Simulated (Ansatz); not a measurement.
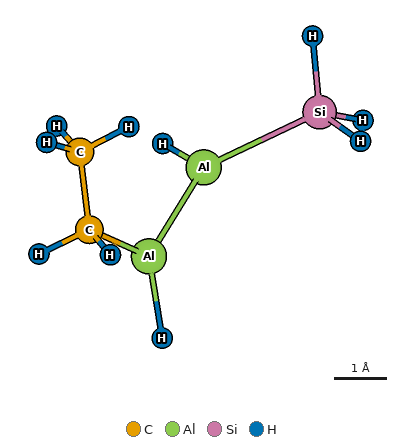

Figure 1. The input geometry (ball-and-stick view, seen at a tilt). Sticks mark near contacts. Bond lengths as drawn: Al–Al 2.62 Å, Al–C 2.00 Å, Al–H 1.61 to 1.62 Å, Al–Si 2.50 Å, C–C 1.54 Å, C–H 1.09 Å and H–Si 1.50 Å.

## Run report: C₂H₁₀Al₂Si, molecular dynamics (part 1 of 4)

The run: molecular dynamics of C₂H₁₀Al₂Si. Method and program: UHF/6-31G (Ansatz 0.2.0).

It belongs to a series of runs on one base structure; here: dynamics from the start.

## The program's output
```
Engine: ansatz 0.2.0, aarch64-unknown-linux-gnu
Functional definition: HF
  exchange = exact_x
  correlation = 0
1050 factors; integrals over basis functions are off by at most 1.7e-4 eV
mean field evaluation 1: about -23240.1731 eV, gradient 1.8e1 eV
mean field evaluation 2: about -23240.1766 eV, gradient 1.8e1 eV
mean field evaluation 4: about -23242.4243 eV, gradient 1.9e0 eV
mean field evaluation 8: about -23242.4576 eV, gradient 4.5e-3 eV
mean field -23242.45763590 eV, -854.1445638158 hartree, gradient 1.7e-5 eV, S^2 0.000000; 0 other end points of the search recorded, 0 dependent functions left out
the calculation of the forces begins
reference -23242.45763590 eV, -854.1445638158 hartree; 31, 31 occupied and 46, 46 virtual orbitals, 1050 factors
md step     0: t =     0.00 fs  T =  1400.0 K  F+E_penalty+E_count = -23242.45763590 eV  E_kin = 2.714460 eV  (36 SCF iters)
these checks for a lower state are left out or cut short: starts, cluster_reference, orbital_swaps, neighbouring_geometries, increment
1050 factors; integrals over basis functions are off by at most 1.7e-4 eV
mean field -23242.41657886 eV, -854.1430549974 hartree, gradient 2.0e-5 eV, S^2 0.000000; 0 other end points of the search recorded, 0 dependent functions left out
the calculation of the forces begins
reference -23242.41657886 eV, -854.1430549974 hartree; 31, 31 occupied and 46, 46 virtual orbitals, 1050 factors
md step     1: t =     0.50 fs  T =  1243.7 K  F+E_penalty+E_count = -23242.41657886 eV  E_kin = 2.411321 eV  (26 SCF iters)
[... from here on the SCF iterations and repeated set-up lines of each step are left out, up to the last step ...]
md step     2: t =     1.00 fs  T =  1167.5 K  F+E_penalty+E_count = -23242.30407373 eV  E_kin = 2.263690 eV  (26 SCF iters)
md step     3: t =     1.50 fs  T =  1046.1 K  F+E_penalty+E_count = -23242.13373449 eV  E_kin = 2.028264 eV  (26 SCF iters)
md step     4: t =     2.00 fs  T =   946.6 K  F+E_penalty+E_count = -23241.92359002 eV  E_kin = 1.835384 eV  (25 SCF iters)
md step     5: t =     2.50 fs  T =   842.7 K  F+E_penalty+E_count = -23241.71079325 eV  E_kin = 1.633927 eV  (26 SCF iters)
md step     6: t =     3.00 fs  T =   770.1 K  F+E_penalty+E_count = -23241.52723714 eV  E_kin = 1.493144 eV  (27 SCF iters)
md step     7: t =     3.50 fs  T =   762.0 K  F+E_penalty+E_count = -23241.38081517 eV  E_kin = 1.477466 eV  (26 SCF iters)
md step     8: t =     4.00 fs  T =   681.3 K  F+E_penalty+E_count = -23241.27024328 eV  E_kin = 1.320906 eV  (27 SCF iters)
md step     9: t =     4.50 fs  T =   673.3 K  F+E_penalty+E_count = -23241.19282402 eV  E_kin = 1.305535 eV  (27 SCF iters)
md step    10: t =     5.00 fs  T =   621.9 K  F+E_penalty+E_count = -23241.13319534 eV  E_kin = 1.205709 eV  (27 SCF iters)
md step    11: t =     5.50 fs  T =   623.8 K  F+E_penalty+E_count = -23241.08758657 eV  E_kin = 1.209417 eV  (26 SCF iters)
md step    12: t =     6.00 fs  T =   626.4 K  F+E_penalty+E_count = -23241.05498954 eV  E_kin = 1.214456 eV  (27 SCF iters)
md step    13: t =     6.50 fs  T =   633.4 K  F+E_penalty+E_count = -23241.04274046 eV  E_kin = 1.228122 eV  (27 SCF iters)
md step    14: t =     7.00 fs  T =   662.1 K  F+E_penalty+E_count = -23241.04761897 eV  E_kin = 1.283828 eV  (29 SCF iters)
md step    15: t =     7.50 fs  T =   639.4 K  F+E_penalty+E_count = -23241.06207405 eV  E_kin = 1.239691 eV  (28 SCF iters)
md step    16: t =     8.00 fs  T =   724.9 K  F+E_penalty+E_count = -23241.09501032 eV  E_kin = 1.405460 eV  (28 SCF iters)
md step    17: t =     8.50 fs  T =   781.0 K  F+E_penalty+E_count = -23241.13132799 eV  E_kin = 1.514212 eV  (27 SCF iters)
md step    18: t =     9.00 fs  T =   880.7 K  F+E_penalty+E_count = -23241.17341831 eV  E_kin = 1.707493 eV  (27 SCF iters)
md step    19: t =     9.50 fs  T =   890.8 K  F+E_penalty+E_count = -23241.22529858 eV  E_kin = 1.727128 eV  (26 SCF iters)
md step    20: t =    10.00 fs  T =   975.7 K  F+E_penalty+E_count = -23241.26797208 eV  E_kin = 1.891694 eV  (27 SCF iters)
md step    21: t =    10.50 fs  T =   989.2 K  F+E_penalty+E_count = -23241.28470452 eV  E_kin = 1.918022 eV  (27 SCF iters)
md step    22: t =    11.00 fs  T =   890.6 K  F+E_penalty+E_count = -23241.27256632 eV  E_kin = 1.726809 eV  (27 SCF iters)
md step    23: t =    11.50 fs  T =   882.5 K  F+E_penalty+E_count = -23241.24584016 eV  E_kin = 1.711086 eV  (27 SCF iters)
md step    24: t =    12.00 fs  T =   872.5 K  F+E_penalty+E_count = -23241.20713412 eV  E_kin = 1.691629 eV  (27 SCF iters)
md step    25: t =    12.50 fs  T =   908.3 K  F+E_penalty+E_count = -23241.16149062 eV  E_kin = 1.761181 eV  (27 SCF iters)
md step    26: t =    13.00 fs  T =   847.8 K  F+E_penalty+E_count = -23241.11023809 eV  E_kin = 1.643821 eV  (39 SCF iters)
md step    27: t =    13.50 fs  T =   869.1 K  F+E_penalty+E_count = -23241.05286759 eV  E_kin = 1.685036 eV  (26 SCF iters)
md step    28: t =    14.00 fs  T =   717.4 K  F+E_penalty+E_count = -23240.99193965 eV  E_kin = 1.390903 eV  (27 SCF iters)
md step    29: t =    14.50 fs  T =   758.5 K  F+E_penalty+E_count = -23240.95179322 eV  E_kin = 1.470678 eV  (26 SCF iters)
md step    30: t =    15.00 fs  T =   817.1 K  F+E_penalty+E_count = -23240.93401813 eV  E_kin = 1.584348 eV  (25 SCF iters)
md step    31: t =    15.50 fs  T =   807.5 K  F+E_penalty+E_count = -23240.92129804 eV  E_kin = 1.565616 eV  (25 SCF iters)
md step    32: t =    16.00 fs  T =   795.8 K  F+E_penalty+E_count = -23240.91385342 eV  E_kin = 1.543072 eV  (27 SCF iters)
md step    33: t =    16.50 fs  T =   792.3 K  F+E_penalty+E_count = -23240.91110127 eV  E_kin = 1.536196 eV  (27 SCF iters)
md step    34: t =    17.00 fs  T =   805.8 K  F+E_penalty+E_count = -23240.89985155 eV  E_kin = 1.562309 eV  (27 SCF iters)
md step    35: t =    17.50 fs  T =   834.4 K  F+E_penalty+E_count = -23240.86485946 eV  E_kin = 1.617752 eV  (26 SCF iters)
md step    36: t =    18.00 fs  T =   899.9 K  F+E_penalty+E_count = -23240.81999319 eV  E_kin = 1.744792 eV  (26 SCF iters)
md step    37: t =    18.50 fs  T =   870.8 K  F+E_penalty+E_count = -23240.77514348 eV  E_kin = 1.688459 eV  (26 SCF iters)
md step    38: t =    19.00 fs  T =   934.6 K  F+E_penalty+E_count = -23240.73494789 eV  E_kin = 1.812024 eV  (26 SCF iters)
md step    39: t =    19.50 fs  T =   862.2 K  F+E_penalty+E_count = -23240.71454905 eV  E_kin = 1.671655 eV  (26 SCF iters)
md step    40: t =    20.00 fs  T =   865.7 K  F+E_penalty+E_count = -23240.72058107 eV  E_kin = 1.678490 eV  (26 SCF iters)
md step    41: t =    20.50 fs  T =   797.8 K  F+E_penalty+E_count = -23240.76016360 eV  E_kin = 1.546939 eV  (27 SCF iters)
md step    42: t =    21.00 fs  T =   865.3 K  F+E_penalty+E_count = -23240.83701647 eV  E_kin = 1.677814 eV  (26 SCF iters)
md step    43: t =    21.50 fs  T =   887.8 K  F+E_penalty+E_count = -23240.92977750 eV  E_kin = 1.721381 eV  (26 SCF iters)
md step    44: t =    22.00 fs  T =   855.9 K  F+E_penalty+E_count = -23241.02321489 eV  E_kin = 1.659522 eV  (26 SCF iters)
md step    45: t =    22.50 fs  T =   905.4 K  F+E_penalty+E_count = -23241.10892363 eV  E_kin = 1.755558 eV  (26 SCF iters)
md step    46: t =    23.00 fs  T =  1017.9 K  F+E_penalty+E_count = -23241.17047369 eV  E_kin = 1.973668 eV  (26 SCF iters)
md step    47: t =    23.50 fs  T =  1004.8 K  F+E_penalty+E_count = -23241.20454280 eV  E_kin = 1.948157 eV  (26 SCF iters)
md step    48: t =    24.00 fs  T =   979.5 K  F+E_penalty+E_count = -23241.21216967 eV  E_kin = 1.899179 eV  (27 SCF iters)
md step    49: t =    24.50 fs  T =  1046.5 K  F+E_penalty+E_count = -23241.21373906 eV  E_kin = 2.029109 eV  (27 SCF iters)
md step    50: t =    25.00 fs  T =  1006.9 K  F+E_penalty+E_count = -23241.23431842 eV  E_kin = 1.952347 eV  (27 SCF iters)
md step    51: t =    25.50 fs  T =   954.2 K  F+E_penalty+E_count = -23241.26510088 eV  E_kin = 1.850077 eV  (26 SCF iters)
md step    52: t =    26.00 fs  T =  1008.7 K  F+E_penalty+E_count = -23241.28405374 eV  E_kin = 1.955742 eV  (26 SCF iters)
md step    53: t =    26.50 fs  T =   978.4 K  F+E_penalty+E_count = -23241.27882744 eV  E_kin = 1.896979 eV  (26 SCF iters)
md step    54: t =    27.00 fs  T =   985.5 K  F+E_penalty+E_count = -23241.24042928 eV  E_kin = 1.910797 eV  (26 SCF iters)
md step    55: t =    27.50 fs  T =   903.5 K  F+E_penalty+E_count = -23241.16634115 eV  E_kin = 1.751819 eV  (26 SCF iters)
md step    56: t =    28.00 fs  T =   833.8 K  F+E_penalty+E_count = -23241.08233280 eV  E_kin = 1.616574 eV  (38 SCF iters)
md step    57: t =    28.50 fs  T =   859.7 K  F+E_penalty+E_count = -23241.01662483 eV  E_kin = 1.666789 eV  (26 SCF iters)
md step    58: t =    29.00 fs  T =   894.2 K  F+E_penalty+E_count = -23240.98525006 eV  E_kin = 1.733827 eV  (26 SCF iters)
md step    59: t =    29.50 fs  T =   963.7 K  F+E_penalty+E_count = -23241.00659993 eV  E_kin = 1.868438 eV  (26 SCF iters)
md step    60: t =    30.00 fs  T =   948.9 K  F+E_penalty+E_count = -23241.06162257 eV  E_kin = 1.839834 eV  (25 SCF iters)
md step    61: t =    30.50 fs  T =  1025.7 K  F+E_penalty+E_count = -23241.12840179 eV  E_kin = 1.988651 eV  (26 SCF iters)
md step    62: t =    31.00 fs  T =  1084.9 K  F+E_penalty+E_count = -23241.17638373 eV  E_kin = 2.103532 eV  (26 SCF iters)
md step    63: t =    31.50 fs  T =  1127.4 K  F+E_penalty+E_count = -23241.19913842 eV  E_kin = 2.185981 eV  (26 SCF iters)
md step    64: t =    32.00 fs  T =  1124.4 K  F+E_penalty+E_count = -23241.20669986 eV  E_kin = 2.180116 eV  (26 SCF iters)
md step    65: t =    32.50 fs  T =  1192.7 K  F+E_penalty+E_count = -23241.19384259 eV  E_kin = 2.312531 eV  (26 SCF iters)
md step    66: t =    33.00 fs  T =  1167.5 K  F+E_penalty+E_count = -23241.16563907 eV  E_kin = 2.263617 eV  (26 SCF iters)
md step    67: t =    33.50 fs  T =  1101.3 K  F+E_penalty+E_count = -23241.13479774 eV  E_kin = 2.135305 eV  (26 SCF iters)
md step    68: t =    34.00 fs  T =  1057.8 K  F+E_penalty+E_count = -23241.10716747 eV  E_kin = 2.050955 eV  (27 SCF iters)
md step    69: t =    34.50 fs  T =  1022.6 K  F+E_penalty+E_count = -23241.08040726 eV  E_kin = 1.982799 eV  (27 SCF iters)
md step    70: t =    35.00 fs  T =  1086.4 K  F+E_penalty+E_count = -23241.04815389 eV  E_kin = 2.106414 eV  (27 SCF iters)
md step    71: t =    35.50 fs  T =  1111.7 K  F+E_penalty+E_count = -23241.00711854 eV  E_kin = 2.155547 eV  (26 SCF iters)
md step    72: t =    36.00 fs  T =  1027.6 K  F+E_penalty+E_count = -23240.97261232 eV  E_kin = 1.992508 eV  (26 SCF iters)
md step    73: t =    36.50 fs  T =  1066.5 K  F+E_penalty+E_count = -23240.94116045 eV  E_kin = 2.067762 eV  (26 SCF iters)
md step    74: t =    37.00 fs  T =  1062.3 K  F+E_penalty+E_count = -23240.90277444 eV  E_kin = 2.059621 eV  (26 SCF iters)
md step    75: t =    37.50 fs  T =  1030.2 K  F+E_penalty+E_count = -23240.86487383 eV  E_kin = 1.997473 eV  (26 SCF iters)
md step    76: t =    38.00 fs  T =  1106.7 K  F+E_penalty+E_count = -23240.82710762 eV  E_kin = 2.145743 eV  (26 SCF iters)
md step    77: t =    38.50 fs  T =  1149.9 K  F+E_penalty+E_count = -23240.78460599 eV  E_kin = 2.229444 eV  (27 SCF iters)
md step    78: t =    39.00 fs  T =  1228.7 K  F+E_penalty+E_count = -23240.72002535 eV  E_kin = 2.382395 eV  (27 SCF iters)
md step    79: t =    39.50 fs  T =  1284.7 K  F+E_penalty+E_count = -23240.61657121 eV  E_kin = 2.490817 eV  (27 SCF iters)
md step    80: t =    40.00 fs  T =  1091.8 K  F+E_penalty+E_count = -23240.48334810 eV  E_kin = 2.116969 eV  (27 SCF iters)
md step    81: t =    40.50 fs  T =  1009.7 K  F+E_penalty+E_count = -23240.33854581 eV  E_kin = 1.957706 eV  (28 SCF iters)
md step    82: t =    41.00 fs  T =   967.5 K  F+E_penalty+E_count = -23240.18283651 eV  E_kin = 1.875965 eV  (27 SCF iters)
md step    83: t =    41.50 fs  T =   922.4 K  F+E_penalty+E_count = -23240.04014133 eV  E_kin = 1.788435 eV  (26 SCF iters)
md step    84: t =    42.00 fs  T =   940.3 K  F+E_penalty+E_count = -23239.93133399 eV  E_kin = 1.823060 eV  (27 SCF iters)
md step    85: t =    42.50 fs  T =   915.1 K  F+E_penalty+E_count = -23239.87758775 eV  E_kin = 1.774377 eV  (38 SCF iters)
md step    86: t =    43.00 fs  T =   913.6 K  F+E_penalty+E_count = -23239.89021527 eV  E_kin = 1.771336 eV  (28 SCF iters)
md step    87: t =    43.50 fs  T =   907.4 K  F+E_penalty+E_count = -23239.97511452 eV  E_kin = 1.759285 eV  (27 SCF iters)
md step    88: t =    44.00 fs  T =  1005.0 K  F+E_penalty+E_count = -23240.11085853 eV  E_kin = 1.948662 eV  (27 SCF iters)
md step    89: t =    44.50 fs  T =  1072.4 K  F+E_penalty+E_count = -23240.26030329 eV  E_kin = 2.079305 eV  (27 SCF iters)
md step    90: t =    45.00 fs  T =  1180.9 K  F+E_penalty+E_count = -23240.39460857 eV  E_kin = 2.289629 eV  (27 SCF iters)
md step    91: t =    45.50 fs  T =  1249.1 K  F+E_penalty+E_count = -23240.48312457 eV  E_kin = 2.421867 eV  (27 SCF iters)
md step    92: t =    46.00 fs  T =  1341.1 K  F+E_penalty+E_count = -23240.52458625 eV  E_kin = 2.600324 eV  (28 SCF iters)
md step    93: t =    46.50 fs  T =  1281.5 K  F+E_penalty+E_count = -23240.54196826 eV  E_kin = 2.484731 eV  (28 SCF iters)
md step    94: t =    47.00 fs  T =  1322.8 K  F+E_penalty+E_count = -23240.57161046 eV  E_kin = 2.564719 eV  (27 SCF iters)
md step    95: t =    47.50 fs  T =  1399.0 K  F+E_penalty+E_count = -23240.60296912 eV  E_kin = 2.712582 eV  (27 SCF iters)
md step    96: t =    48.00 fs  T =  1371.9 K  F+E_penalty+E_count = -23240.62870208 eV  E_kin = 2.659970 eV  (28 SCF iters)
md step    97: t =    48.50 fs  T =  1413.0 K  F+E_penalty+E_count = -23240.66485055 eV  E_kin = 2.739680 eV  (28 SCF iters)
md step    98: t =    49.00 fs  T =  1392.2 K  F+E_penalty+E_count = -23240.69393537 eV  E_kin = 2.699400 eV  (28 SCF iters)
md step    99: t =    49.50 fs  T =  1383.3 K  F+E_penalty+E_count = -23240.69102690 eV  E_kin = 2.682103 eV  (28 SCF iters)
md step   100: t =    50.00 fs  T =  1254.4 K  F+E_penalty+E_count = -23240.63125822 eV  E_kin = 2.432237 eV  (27 SCF iters)
md step   101: t =    50.50 fs  T =  1158.6 K  F+E_penalty+E_count = -23240.52703886 eV  E_kin = 2.246485 eV  (26 SCF iters)
md step   102: t =    51.00 fs  T =  1177.4 K  F+E_penalty+E_count = -23240.39742258 eV  E_kin = 2.282906 eV  (27 SCF iters)
md step   103: t =    51.50 fs  T =  1220.5 K  F+E_penalty+E_count = -23240.25754819 eV  E_kin = 2.366403 eV  (27 SCF iters)
md step   104: t =    52.00 fs  T =  1181.4 K  F+E_penalty+E_count = -23240.12827434 eV  E_kin = 2.290599 eV  (27 SCF iters)
md step   105: t =    52.50 fs  T =  1139.0 K  F+E_penalty+E_count = -23240.03041295 eV  E_kin = 2.208439 eV  (27 SCF iters)
md step   106: t =    53.00 fs  T =  1101.2 K  F+E_penalty+E_count = -23239.96622752 eV  E_kin = 2.135184 eV  (26 SCF iters)
md step   107: t =    53.50 fs  T =   951.7 K  F+E_penalty+E_count = -23239.92841662 eV  E_kin = 1.845232 eV  (28 SCF iters)
md step   108: t =    54.00 fs  T =   932.2 K  F+E_penalty+E_count = -23239.91810738 eV  E_kin = 1.807505 eV  (28 SCF iters)
md step   109: t =    54.50 fs  T =   850.8 K  F+E_penalty+E_count = -23239.93377745 eV  E_kin = 1.649673 eV  (27 SCF iters)
md step   110: t =    55.00 fs  T =   862.3 K  F+E_penalty+E_count = -23239.98157635 eV  E_kin = 1.671836 eV  (27 SCF iters)
md step   111: t =    55.50 fs  T =   831.4 K  F+E_penalty+E_count = -23240.05428491 eV  E_kin = 1.611935 eV  (28 SCF iters)
md step   112: t =    56.00 fs  T =   913.7 K  F+E_penalty+E_count = -23240.13242960 eV  E_kin = 1.771511 eV  (28 SCF iters)
md step   113: t =    56.50 fs  T =   940.2 K  F+E_penalty+E_count = -23240.19936550 eV  E_kin = 1.823027 eV  (39 SCF iters)
md step   114: t =    57.00 fs  T =   947.6 K  F+E_penalty+E_count = -23240.25329229 eV  E_kin = 1.837236 eV  (28 SCF iters)
md step   115: t =    57.50 fs  T =  1089.6 K  F+E_penalty+E_count = -23240.30429179 eV  E_kin = 2.112654 eV  (28 SCF iters)
md step   116: t =    58.00 fs  T =  1100.0 K  F+E_penalty+E_count = -23240.35918680 eV  E_kin = 2.132785 eV  (28 SCF iters)
md step   117: t =    58.50 fs  T =  1135.1 K  F+E_penalty+E_count = -23240.44761558 eV  E_kin = 2.200774 eV  (27 SCF iters)
md step   118: t =    59.00 fs  T =  1235.2 K  F+E_penalty+E_count = -23240.59240754 eV  E_kin = 2.394961 eV  (26 SCF iters)
md step   119: t =    59.50 fs  T =  1312.7 K  F+E_penalty+E_count = -23240.78088453 eV  E_kin = 2.545209 eV  (27 SCF iters)
md step   120: t =    60.00 fs  T =  1355.1 K  F+E_penalty+E_count = -23240.97537214 eV  E_kin = 2.627370 eV  (27 SCF iters)
md step   121: t =    60.50 fs  T =  1517.6 K  F+E_penalty+E_count = -23241.14549897 eV  E_kin = 2.942428 eV  (26 SCF iters)
md step   122: t =    61.00 fs  T =  1578.6 K  F+E_penalty+E_count = -23241.27533966 eV  E_kin = 3.060795 eV  (27 SCF iters)
md step   123: t =    61.50 fs  T =  1570.3 K  F+E_penalty+E_count = -23241.34682987 eV  E_kin = 3.044669 eV  (26 SCF iters)
md step   124: t =    62.00 fs  T =  1645.4 K  F+E_penalty+E_count = -23241.34839254 eV  E_kin = 3.190204 eV  (26 SCF iters)
md step   125: t =    62.50 fs  T =  1659.2 K  F+E_penalty+E_count = -23241.27562368 eV  E_kin = 3.216960 eV  (26 SCF iters)
md step   126: t =    63.00 fs  T =  1671.2 K  F+E_penalty+E_count = -23241.14336489 eV  E_kin = 3.240346 eV  (28 SCF iters)
md step   127: t =    63.50 fs  T =  1566.8 K  F+E_penalty+E_count = -23240.97351307 eV  E_kin = 3.037866 eV  (27 SCF iters)
md step   128: t =    64.00 fs  T =  1535.8 K  F+E_penalty+E_count = -23240.79068564 eV  E_kin = 2.977802 eV  (27 SCF iters)
md step   129: t =    64.50 fs  T =  1409.0 K  F+E_penalty+E_count = -23240.62466696 eV  E_kin = 2.731868 eV  (27 SCF iters)
md step   130: t =    65.00 fs  T =  1296.2 K  F+E_penalty+E_count = -23240.48144377 eV  E_kin = 2.513264 eV  (26 SCF iters)
md step   131: t =    65.50 fs  T =  1289.4 K  F+E_penalty+E_count = -23240.36926000 eV  E_kin = 2.500037 eV  (26 SCF iters)
md step   132: t =    66.00 fs  T =  1232.0 K  F+E_penalty+E_count = -23240.30173294 eV  E_kin = 2.388811 eV  (27 SCF iters)
md step   133: t =    66.50 fs  T =  1315.3 K  F+E_penalty+E_count = -23240.27417016 eV  E_kin = 2.550233 eV  (26 SCF iters)
md step   134: t =    67.00 fs  T =  1268.3 K  F+E_penalty+E_count = -23240.27138054 eV  E_kin = 2.459174 eV  (26 SCF iters)
md step   135: t =    67.50 fs  T =  1190.5 K  F+E_penalty+E_count = -23240.28174848 eV  E_kin = 2.308309 eV  (26 SCF iters)
md step   136: t =    68.00 fs  T =  1274.4 K  F+E_penalty+E_count = -23240.29779045 eV  E_kin = 2.470861 eV  (26 SCF iters)
md step   137: t =    68.50 fs  T =  1341.1 K  F+E_penalty+E_count = -23240.32747850 eV  E_kin = 2.600264 eV  (26 SCF iters)
md step   138: t =    69.00 fs  T =  1324.8 K  F+E_penalty+E_count = -23240.36881021 eV  E_kin = 2.568643 eV  (26 SCF iters)
md step   139: t =    69.50 fs  T =  1408.9 K  F+E_penalty+E_count = -23240.43073139 eV  E_kin = 2.731790 eV  (26 SCF iters)
md step   140: t =    70.00 fs  T =  1546.1 K  F+E_penalty+E_count = -23240.53032137 eV  E_kin = 2.997669 eV  (26 SCF iters)
md step   141: t =    70.50 fs  T =  1569.3 K  F+E_penalty+E_count = -23240.63557537 eV  E_kin = 3.042649 eV  (26 SCF iters)
md step   142: t =    71.00 fs  T =  1652.7 K  F+E_penalty+E_count = -23240.73355610 eV  E_kin = 3.204486 eV  (26 SCF iters)
md step   143: t =    71.50 fs  T =  1729.1 K  F+E_penalty+E_count = -23240.81346128 eV  E_kin = 3.352558 eV  (40 SCF iters)
md step   144: t =    72.00 fs  T =  1774.6 K  F+E_penalty+E_count = -23240.84628636 eV  E_kin = 3.440721 eV  (27 SCF iters)
md step   145: t =    72.50 fs  T =  1762.7 K  F+E_penalty+E_count = -23240.82789724 eV  E_kin = 3.417767 eV  (27 SCF iters)
md step   146: t =    73.00 fs  T =  1822.0 K  F+E_penalty+E_count = -23240.77220426 eV  E_kin = 3.532717 eV  (28 SCF iters)
md step   147: t =    73.50 fs  T =  1758.8 K  F+E_penalty+E_count = -23240.69410619 eV  E_kin = 3.410144 eV  (28 SCF iters)
md step   148: t =    74.00 fs  T =  1709.3 K  F+E_penalty+E_count = -23240.60505274 eV  E_kin = 3.314121 eV  (28 SCF iters)
md step   149: t =    74.50 fs  T =  1614.6 K  F+E_penalty+E_count = -23240.50930288 eV  E_kin = 3.130553 eV  (29 SCF iters)
```
